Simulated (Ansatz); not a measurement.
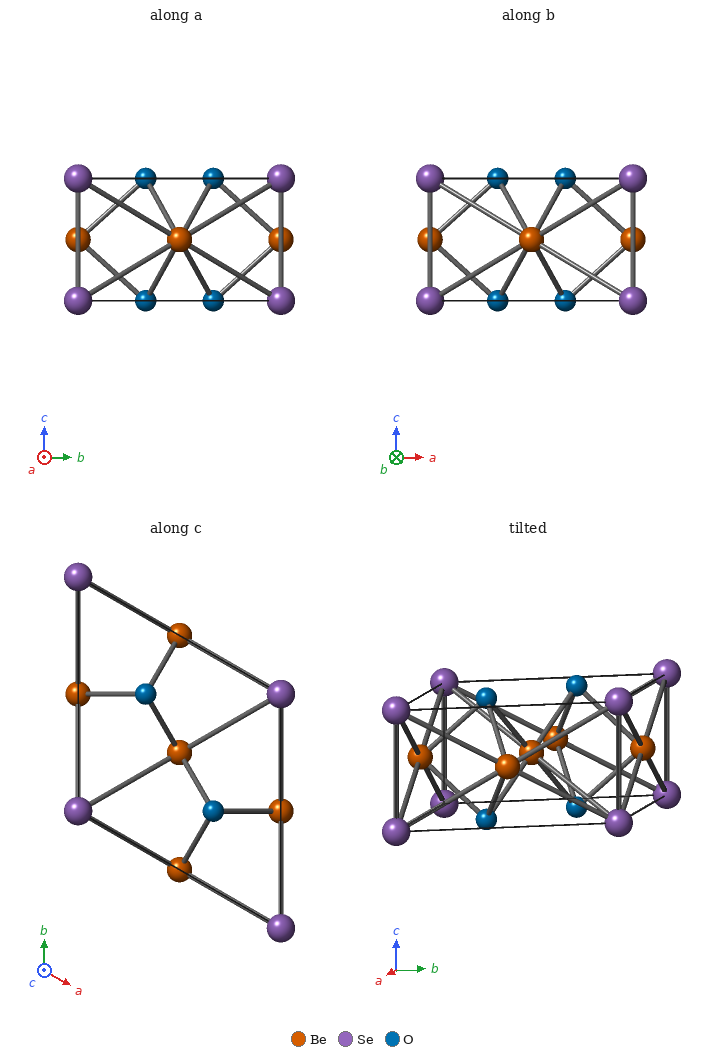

The figure gives a ball-and-stick picture of the atoms, viewed along the a axis, along the b axis, along the c axis and slightly off an axis. The parallelepiped is the conventional unit cell.

Lattice parameters: a = 4.9315 Å, b = 4.9315 Å, c = 2.5746 Å, α = 90.000°, β = 90.000°, γ = 120.000°.

Question: Put the structure into a CIF in P1 with every atom of the cell.

Answer:
```cif
data_structure
_symmetry_space_group_name_H-M 'P 1'
_symmetry_Int_Tables_number 1
_cell_length_a 4.9315
_cell_length_b 4.9315
_cell_length_c 2.5746
_cell_angle_alpha 90.000
_cell_angle_beta 90.000
_cell_angle_gamma 120.000
_cell_volume 54.22
loop_
_atom_site_label
_atom_site_type_symbol
_atom_site_fract_x
_atom_site_fract_y
_atom_site_fract_z
_atom_site_occupancy
Be1 Be 0.5000 0.0000 0.5000 1
Be2 Be 0.5000 0.5000 0.5000 1
Be3 Be 0.0000 0.5000 0.5000 1
Se1 Se 0.0000 0.0000 0.0000 1
O1 O 0.3333 0.6667 0.0000 1
O2 O 0.6667 0.3333 0.0000 1
```

Provenance: a structure type filled with these elements by a generator (whether the compound takes this form wasn't checked). Earlier steps of the study may have refined or changed the cell and positions. It was run through Ansatz as a DFT input.
